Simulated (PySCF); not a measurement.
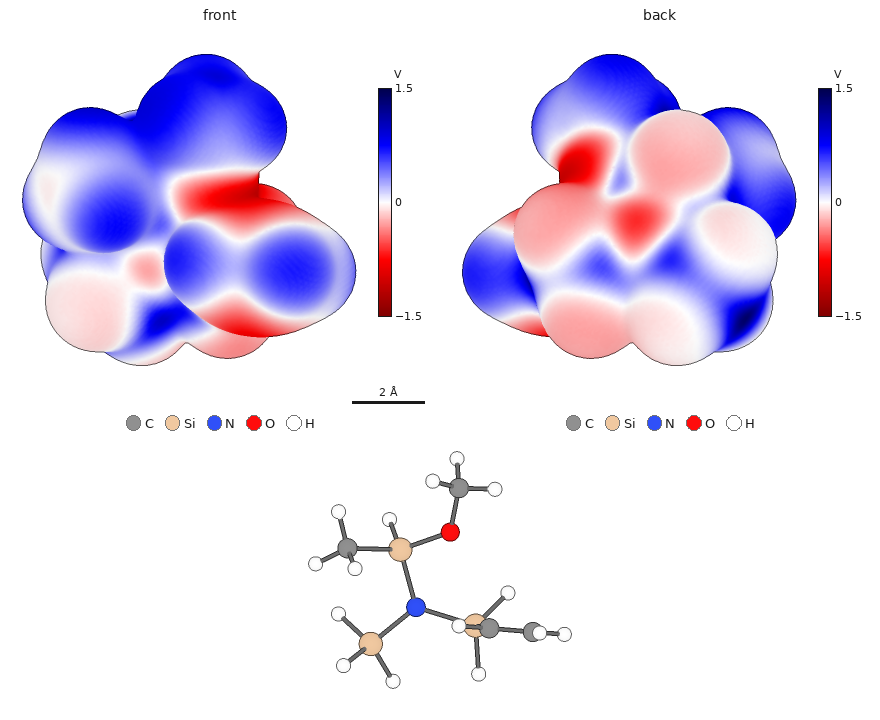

The picture shows: C$_{4}$H$_{15}$NOSi$_{3}$. The molecular electrostatic potential painted on the density surface at 0.002 e/bohr³, seen from the front and from behind; the colour scale runs from red (negative) to blue (positive). The bare structure is drawn below in the same view.

Geometry: GFN2-xTB.

These are results of PBE0/pcSseg-1, SCF density, gas phase, non-relativistic (PySCF), not measurements.

```xyz
24

C     3.0628    1.6515    0.2347
C     2.1126    0.7392    0.3562
Si    1.6621   -0.5234   -0.9666
N     0.1322   -1.2818   -0.5761
Si   -0.0431   -2.9384   -0.0991
Si   -1.2855   -0.2907   -0.5701
C    -2.2379   -0.3634    1.0709
O    -0.6283    1.1710   -0.8493
C    -1.2986    2.3889   -0.9203
H     3.6655    1.7199   -0.6565
H     3.2898    2.3710    1.0084
H     1.5343    0.7200    1.2727
H     2.6499   -1.6108   -0.9771
H     1.5751    0.0795   -2.2989
H    -0.0499   -3.0512    1.3652
H    -1.3230   -3.4178   -0.6228
H     1.0706   -3.6932   -0.6647
H    -2.1826   -0.6637   -1.6769
H    -1.6188   -0.0427    1.9055
H    -2.5692   -1.3750    1.2807
H    -3.1189    0.2731    1.0501
H    -1.8799    2.5723   -0.0134
H    -0.5534    3.1768   -1.0349
H    -1.9774    2.4087   -1.7766
```

### Which sites attract a positive test charge, and which a negative one?

A positive charge is drawn to the negative regions and a negative charge to the positive ones. The most negative region (about −1.0 V) lies over C2 and O8, the most positive (about +1.3 V) over Si5 and Si6.
